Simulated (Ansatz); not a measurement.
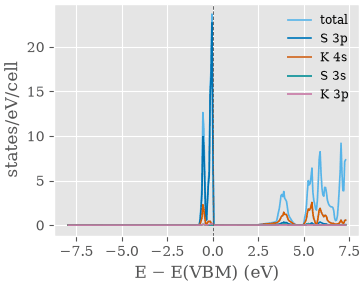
*Total and projected density of states of K2S (anti-fluorite, space group No. 225), plane-wave PAW PBE (Ansatz code)*

Q: Which orbitals carry the states next to the gap?

A: Top 1 eV of the valence band: S 3p 89 %, K 4s 7 %. Bottom 1 eV of the conduction band: K 4s 70 %, S 3s 14 %, S 3p 10 %. Projections are on Löwdin-orthogonalised atomic valence shells; empty p or d shells of many metals are not among them.

Space group Fm-3m (anti-fluorite). The PBE relaxation kept the symmetry of its start.

Potentials: the later of the program's two PAW sets.
